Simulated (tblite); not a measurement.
## C₇H₉OPSi: frequency calculation

System: C₇H₉OPSi.
Method: GFN2-xTB harmonic vibrations, gas phase (tblite 0.8.0).

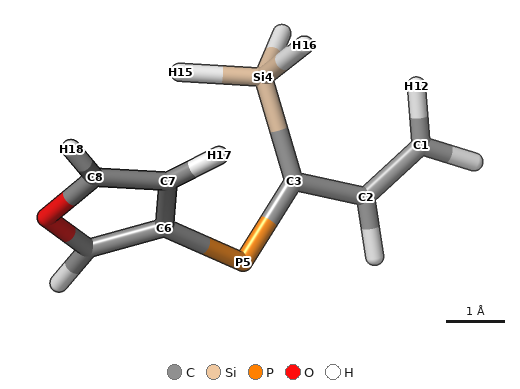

*The structure as given in the input (stick view, seen at a tilt; atoms are numbered from 1 in the order of the input).*

**Input**
```
{"job": {"kind": "ir", "xc": "GFN2-xTB", "basis": "xTB"}, "charge": 0, "multiplicity": 1}
C      3.582393    -0.532343    -0.256881
C      2.423916    -1.128959    -0.535506
C      1.116371    -0.523784    -0.427338
Si     0.981696     1.357317    -0.243914
P     -0.161086    -1.637972    -0.588106
C     -1.640409    -0.671353    -0.204346
C     -1.905062     0.115922     0.956536
C     -3.191858     0.529842     0.841893
O     -3.749227     0.057092    -0.287011
C     -2.815525    -0.678701    -0.905653
H      4.518745    -1.058612    -0.335658
H      3.632678     0.490819     0.075077
H      2.437695    -2.173851    -0.832066
H      1.981370     1.971287    -1.121495
H     -0.336713     1.826643    -0.670386
H      1.223941     1.740185     1.151814
H     -1.220406     0.327300     1.752108
H     -3.806034     1.141030     1.473446
H     -3.082288    -1.142610    -1.834810
```

The first line tells a small driver script what to run in tblite; the rest is the geometry in Å.

Machine: 1 CPU thread, shared host.

Launch command:
```bash
OMP_NUM_THREADS=1 python <driver script> task.json out
```

**The program's output**
```
mode    cm-1     km/mol
  1      44.2      0.04
  2      52.7      0.04
  3      91.2      0.19
  4     124.1      0.11
  5     150.2      0.43
  6     208.5      1.71
  7     228.0      1.05
  8     250.2      0.20
  9     274.3      0.12
 10     300.7      0.08
 11     436.0      1.02
 12     487.6     22.48
 13     539.2      9.60
 14     544.1     83.17
 15     569.7     26.65
 16     596.6      6.37
 17     617.2      8.75
 18     651.7      6.46
 19     756.0      1.51
 20     773.9    162.43
 21     777.4     21.90
 22     780.9    362.64
 23     832.3    108.87
 24     837.9     60.54
 25     851.4     12.69
 26     869.2     38.59
 27     927.3      0.16
 28     969.8      9.03
 29     993.3     19.59
 30    1034.9     56.51
 31    1068.4     19.94
 32    1118.9     17.97
 33    1152.9      1.81
 34    1191.9     14.07
 35    1196.1     13.41
 36    1209.1     50.38
 37    1309.5      8.72
 38    1335.5      7.82
 39    1404.2      1.81
 40    1455.0    143.57
 41    1541.9      5.74
 42    1632.8      3.89
 43    2219.4    295.50
 44    2240.9    324.15
 45    2262.9    204.16
 46    3003.3     28.90
 47    3101.4     14.27
 48    3127.2     52.19
 49    3164.8      5.48
 50    3167.8      2.75
 51    3184.8      8.73
```

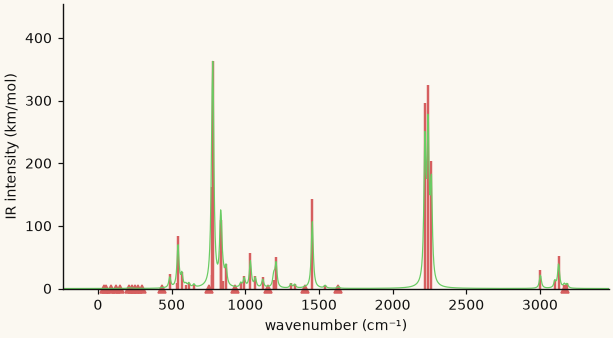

*Harmonic infrared spectrum, unscaled: sticks (degenerate modes added up, dark ones marked on the axis) with a Lorentzian envelope of 16 cm⁻¹ full width, scaled to the tallest stick.*

51 modes from 44 to 3185 cm⁻¹, none imaginary. The strongest line is at 781 cm⁻¹ (363 km/mol).

**Key numbers**

```csv
quantity,value
outcome,converged
total energy,−756.6298 eV
zero-point energy,82.4280 kcal/mol
wall time,1 s
peak memory,0.18 GiB
```
